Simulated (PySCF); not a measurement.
SMILES CB(C)CB(C)C (C5H14B2), singlet at its GFN2-xTB optimised geometry (Å):

```
21

B     -1.2147     1.7420    -1.5008
C     -2.5954     1.3114    -2.1343
C     -0.1597     2.5118    -2.3880
C     -0.8887     1.3720     0.0000
B     -0.1024     0.0019     0.0000
C     -0.8792    -1.3723    -0.0325
C      1.4765     0.0019     0.0000
H     -2.9816     0.3826    -1.7209
H     -3.3408     2.0770    -1.9141
H     -2.5649     1.2148    -3.2178
H      0.3767     1.7824    -2.9968
H      0.5898     3.0582    -1.8201
H     -0.6232     3.2054    -3.0873
H     -1.8132     1.2739     0.5681
H     -0.2796     2.1517     0.4560
H     -0.3813    -2.1517     0.5414
H     -0.9073    -1.7277    -1.0637
H     -1.9106    -1.3122     0.3068
H      1.9022     0.8584    -0.5176
H      1.9106    -0.9016    -0.4233
H      1.8311     0.0604     1.0301
```

Level of theory: B3LYP/def2-SVP in PySCF. Cells within 0.4 Å of a nucleus heavier than hydrogen are left out (blank, or x).

Map of the log10 of the electron density (e/bohr³), floored at −4 on the plane z = 0.0 Å:

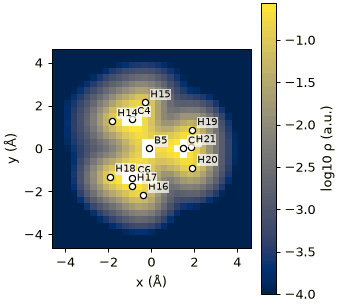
Figure. Log10 of the electron density (e/bohr³), floored at −4 on the plane z = 0.0 Å.
